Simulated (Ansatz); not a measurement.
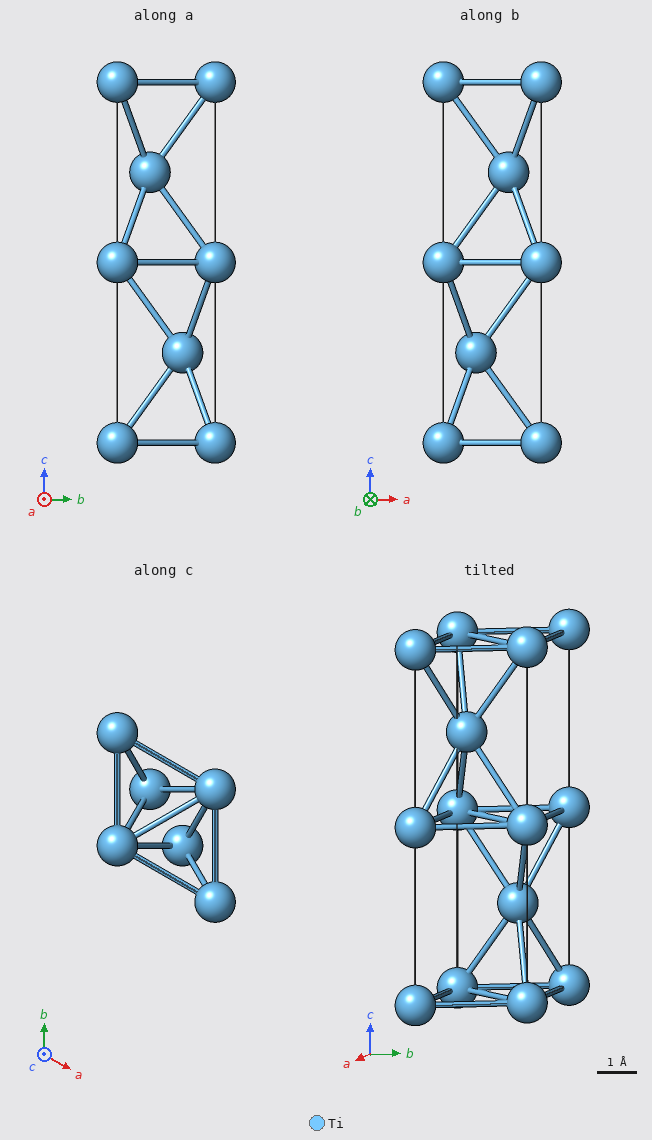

We look at a ball-and-stick model of the crystal along the a axis, along the b axis, along the c axis and slightly off an axis. Atoms at the boundary of the conventional unit cell (the box) are drawn once for each face, edge or corner they touch.

Lattice parameters: a = 2.9343 Å, b = 2.9343 Å, c = 9.3880 Å, α = 90.000°, β = 90.000°, γ = 120.000°.

> Reconstruct the structure as a CIF with its space group and independent sites.

```cif
data_structure
_symmetry_space_group_name_H-M 'P 63/m m c'
_symmetry_Int_Tables_number 194
_cell_length_a 2.9343
_cell_length_b 2.9343
_cell_length_c 9.3880
_cell_angle_alpha 90.000
_cell_angle_beta 90.000
_cell_angle_gamma 120.000
_cell_volume 70.00
loop_
_atom_site_label
_atom_site_type_symbol
_atom_site_symmetry_multiplicity
_atom_site_Wyckoff_symbol
_atom_site_fract_x
_atom_site_fract_y
_atom_site_fract_z
_atom_site_occupancy
Ti1 Ti 2 a 0.0000 0.0000 0.0000 1
Ti2 Ti 2 c 0.3333 0.6667 0.2500 1
```

Source of the structure: a structure type filled with this element by a generator (whether the element takes this form wasn't checked). The geometry is the end of a relaxation with Ansatz 0.2.0, DFT, PBE, plane waves (420 eV) with PAW, scalar-relativistic.
